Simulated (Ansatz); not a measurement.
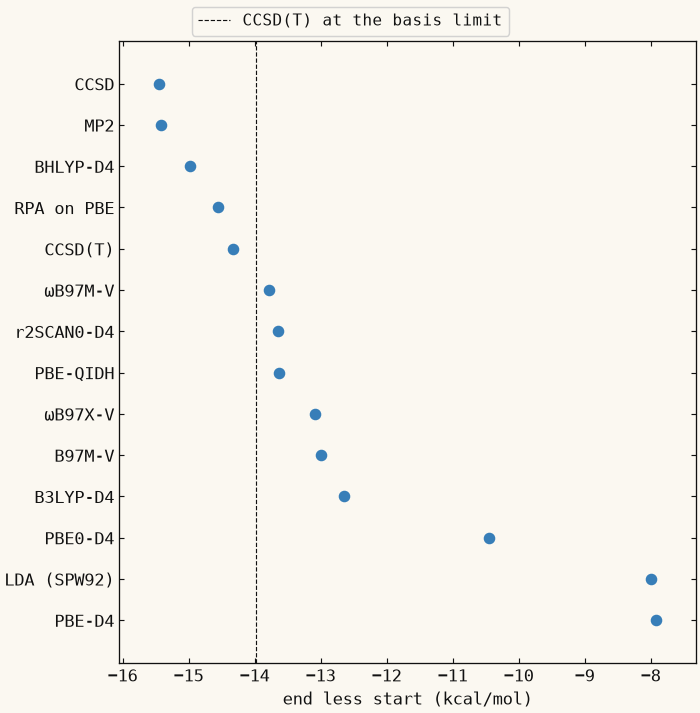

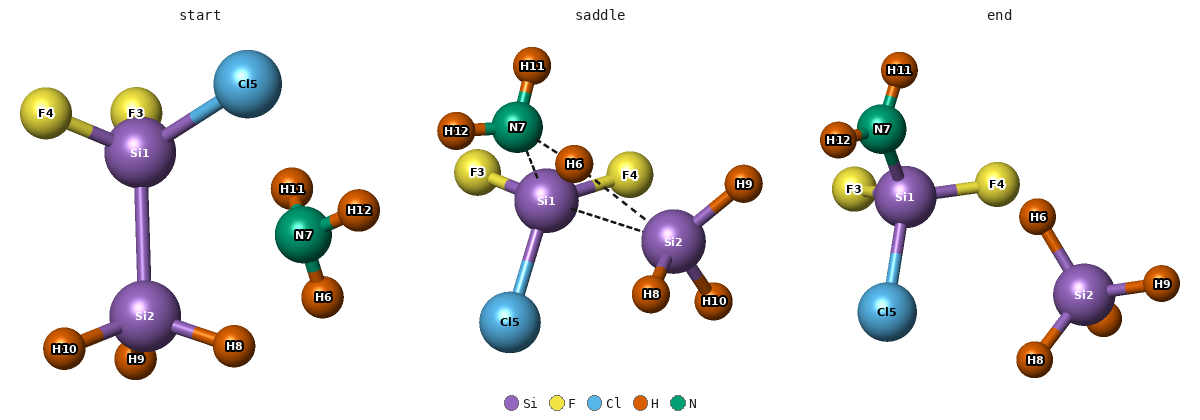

Energy change in one step of Si₂NH₆ClF₂ at several levels. In the step Si1–N7 (2.96 → 1.82 → 1.67 Å) and Si2–H6 (3.23 → 1.99 → 1.48 Å) form; Si1–Si2 (2.32 → 2.93 → 4.29 Å) and H6–N7 (1.01 → 1.21 → 3.29 Å) break (lengths at start, saddle and end; changes of bond order aren't listed). Electronic energies at PBE0-D4/def2-TZVP geometries, energies in def2-TZVPP, the Ansatz code; cores frozen in correlated methods, no zero-point terms. Start and end are the structures at the ends of the path (complexes, where there are several molecules). The line is the MP2 basis limit plus CCSD(T) less MP2 in triple zeta. RPA on PBE and PBE-QIDH hold a correlation term that converges slowly with the basis, so part of the distance to the limit is basis error. No dispersion term is added to PBE-QIDH. The distance of CCSD, MP2 and CCSD(T) to the limit includes basis error.

What range do the values span, the line included?

Answer. From −15.4 kcal/mol (CCSD) to −7.9 kcal/mol (PBE-D4).

Which level comes closest to the line (CCSD(T) at the basis limit), and which misses most?

Answer. Closest ωB97M-V (−13.8 kcal/mol), against −14.0 kcal/mol; farthest PBE-D4 (−7.9 kcal/mol).
